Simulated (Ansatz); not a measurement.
Base system: Ga$_{2}$O$_{3}$ in the corundum structure (space group R-3c, No. 167; a = 4.985 Å, c = 13.442 Å (hexagonal axes)).

It is then changed as follows: the cell is scaled by 0.9879 in all directions; the atoms relax in the strained cell.

The values are results of r2SCAN (Ansatz, a first-principles code; PAW; 500 eV plane waves; no SOC), not measurements.

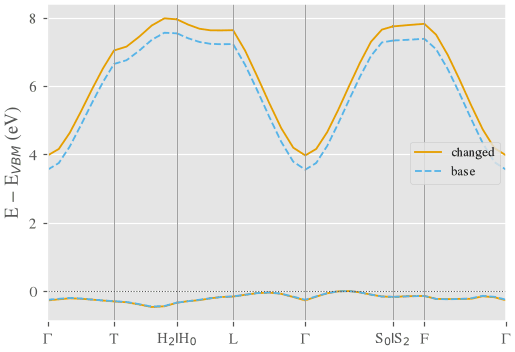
Figure. Highest valence and lowest conduction band along the path, each from its own valence-band maximum

### Question
From the figure, how large is the changed gap, and is it direct?

### Answer
About 4.0 eV, indirect, Γ–S₀ (50 % along) → Γ.

No phonon test of stability was made.
